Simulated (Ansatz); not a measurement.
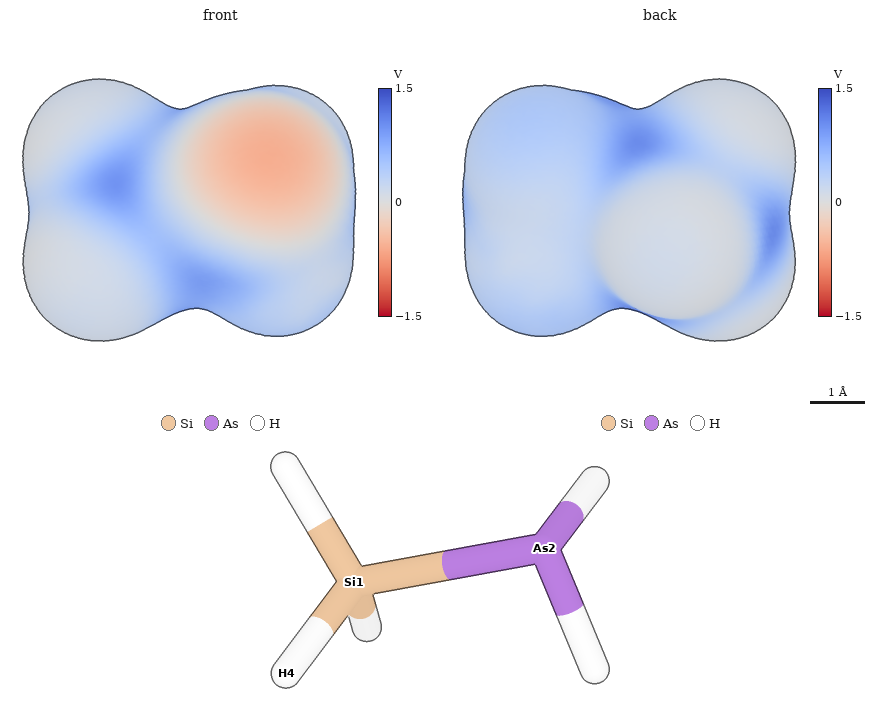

The picture shows: AsH$_{5}$Si (SMILES [SiH3][AsH2]). The electrostatic potential painted on the density surface at 0.002 e/bohr³, seen from the front and from behind; the colour scale runs from red (negative) to blue (positive). The bare structure is drawn below in the same view.

Level of theory: RKS B3LYP-D4/def2-SVP in Ansatz 0.2.0.

Input file:

```
crystal:
  periodic: [false, false, false]
  atoms:
    - { symbol: Si, position_ang: [-0.5515, -0.5419, -0.371] }
    - { symbol: As, position_ang: [0.9199, 0.2089, 1.217] }
    - { symbol: H, position_ang: [-1.9721, -0.5771, 0.2045] }
    - { symbol: H, position_ang: [-0.1296, -1.8109, -0.8869] }
    - { symbol: H, position_ang: [-0.6176, 0.4555, -1.5144] }
    - { symbol: H, position_ang: [0.3749, 1.6912, 1.1689] }
    - { symbol: H, position_ang: [2.0372, 0.5064, 0.1362] }
basis:
  gaussian: { orbitals: def2-SVP }
hamiltonian:
  xc: b3lyp
  dispersion: d4
relax:
  f_tol: 0.02
  max_steps: 40
output:
  orbitals: {}
```

Launched as:

```sh
ansatz run input.yaml --threads 1 --pin off --max-ram 2048MiB --backend cpu --events-out ev --progress --plain --runs-dir out
```

The fields are those of the relaxed geometry.

**Where is the surface potential most negative and most positive?**

The most negative region (about −0.6 V) lies over As2, the most positive (about +1.0 V) over Si1.
